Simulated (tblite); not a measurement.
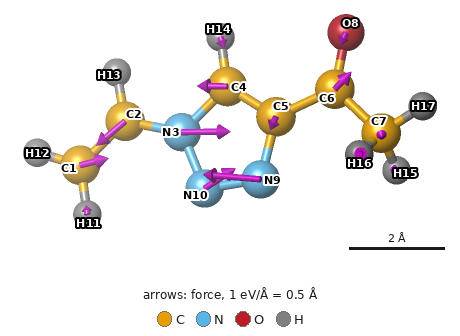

Starting geometry of C6H7N3O with the computed forces as purple arrows. The picture is a ball-and-stick view, seen at a tilt.

Method: GFN2-xTB geometry optimisation, gas phase (tblite). 

### Is this structure relaxed? If not, where do the atoms go?

It isn't relaxed: the largest force vector, on N9, is 2.74 eV/Å. The final displacements have little in common with the starting forces (cosine between the two patterns 0.16). The atom that moves furthest after the best rigid fit is H11 (0.26 Å). Largest moves by element: H 0.26 Å, C 0.16 Å, N 0.12 Å, O 0.06 Å. Among the contacts that change: N9–N10 1.316 → 1.266 Å, N3–C4 1.386 → 1.351 Å, N3–N10 1.371 → 1.343 Å, C1–C2 1.349 → 1.323 Å. Among the angles between lasting bonds that change: C2–N3–N10 128.0° → 122.8°, C1–C2–H13 119.4° → 123.7°, C1–C2–N3 125.6° → 122.6°. The energy falls by 0.228 eV in 45 geometry steps.
